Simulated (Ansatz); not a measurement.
Base system: Li2S in the anti-fluorite structure (space group Fm-3m, No. 225; a = 5.706 Å).

One thing is altered: an isotropic linear strain of +1.00 %; the atoms relax in the strained cell.

The values are results of Ansatz (a program for electronic structure) PBE, no SOC, not measurements.

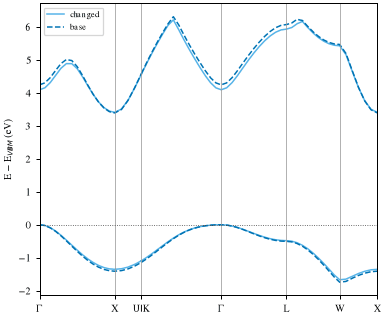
Figure. Highest valence and lowest conduction band along the path, each from its own valence-band maximum

The gap is 3.41 eV, indirect, Γ → X; the base has 3.39 eV.

Stability against distortions was not tested.
